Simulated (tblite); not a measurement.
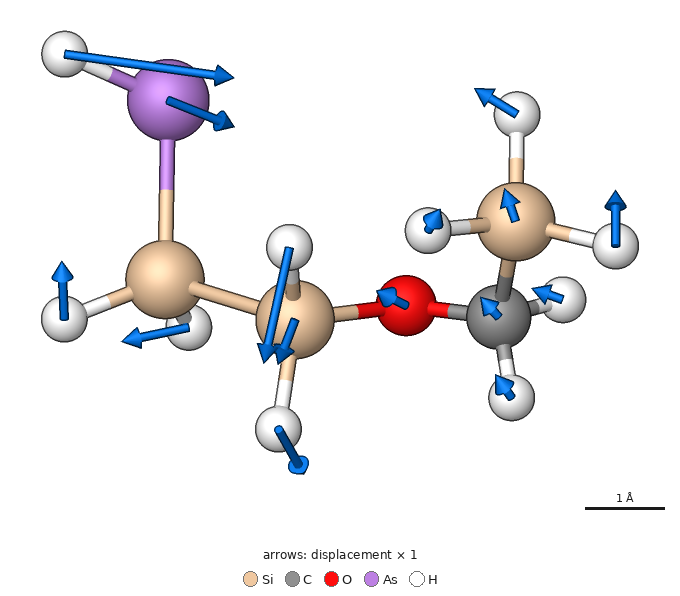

A relaxation of CH10AsOSi3 (multiplicity 2). The starting structure is drawn; blue arrows show the displacements, at their true length. The two geometries are superimposed by the best rigid fit.

The picture is a ball-and-stick view, seen at a tilt.

All numbers below come from tblite 0.8.0, GFN2-xTB geometry optimisation, gas phase. 

Question: Atoms of which element are displaced furthest, and by how much?

Answer: Hydrogen: up to 2.23 Å, against 1.04 Å for arsenic.

Question: Describe the change and its energy.

Answer: The largest move after the best rigid fit is that of an H atom, 2.23 Å. Largest moves by element: H 2.23 Å, As 1.04 Å, Si 0.65 Å, O 0.55 Å, C 0.37 Å. Among the contacts that change: Si–Si 3.296 → 3.909 Å, O–Si 1.700 → 1.630 Å, C–Si 1.854 → 1.907 Å, Si–Si 2.257 → 2.306 Å. Among the angles between lasting bonds that change: Si–As–H 108.5° → 91.8°, Si–Si–H 106.6° → 120.4°, C–O–Si 115.3° → 127.5°. Groups turn about Si–Si by about 65°, C–O by about 45°, As–Si by about 45°. After 145 geometry steps the energy has fallen by 17.6 kcal/mol. The run took 1.4 s on 1 thread of Arm Neoverse V1, on a shared host.
